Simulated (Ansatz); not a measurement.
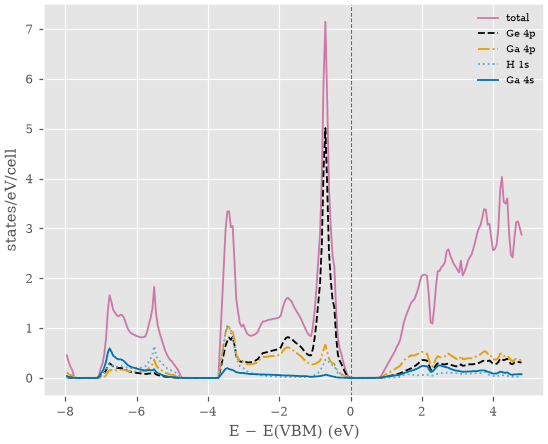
Figure. Total and projected density of states of BaGaGeH in space group P3m1 (No. 156; Ba on 1b, Ga on 1a, Ge on 1c, H on 1a), the program Ansatz at the r²SCAN level (PAW)

Which orbitals carry the states next to the gap?

Top 1 eV of the valence band: Ge 4p 66 %, Ga 4p 11 %, H 1s 7 %, outside the projected shells 7 %. Bottom 1 eV of the conduction band: Ga 4p 32 %, Ge 4p 12 %, Ga 4s 9 %, Ge 4s 9 %, outside the projected shells 32 %. Projections are on Löwdin-orthogonalised atomic valence shells; empty p or d shells of many metals are not among them.

Where is the tallest occupied peak in this window, and what makes it?

Near -0.7 eV, about 7.1 states/eV per cell; the largest projected share is Ge 4p.

The first step of the workflow began from a Materials Project structure, measured or hypothetical; the Crystallography Open Database files this formula in space group No. 156, but the cells were not matched. Whether it is the stable phase at ambient conditions was not checked. Symmetry was held in the r²SCAN relaxation; whether a distortion lowers the energy is not shown. Scalar-relativistic: spin–orbit coupling is off unless named, which matters more the heavier the elements.

Potentials: the later of the program's two PAW sets.
